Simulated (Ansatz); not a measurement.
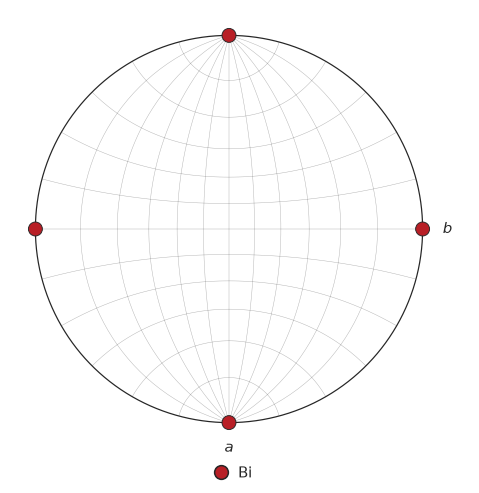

Crystal: BiB2N, the end point of a relaxation with DFT, PBE, plane waves, PAW (Ansatz); the starting structure was generated, so it need not be a known form of this composition. Directions from one bismuth atom at (1/2, 1/2, 1/2) to its bonded neighbours, in stereographic projection down c (filled: above the plane of the page or in it, open: below). Geometry calculated from the standardised cell; symmetry tolerance 0.002 Å.

Neighbours are counted up to 3.13 Å for Bi; other elements are left out.

```
N B Bi
1.0
     2.84324    0.00000    0.00000
     0.00000    2.84324    0.00000
     0.00000    0.00000    6.49284
N B Bi
1 2 1
Direct
  0.00000 0.00000 0.00000
  0.00000 0.50000 0.88107
  0.50000 0.00000 0.11893
  0.50000 0.50000 0.50000
```

> How many neighbours are there, and at what angles?

4: 4 Bi at 2.84 Å. Angles between bonds: 90° (4×), 180° (2×).

> What is the site's symmetry in the crystal?

Point group -42m (D2d), order 8: one −4 axis, two twofold axes, two mirror planes. In P-4m2, No. 115 this is Wyckoff position 1c.
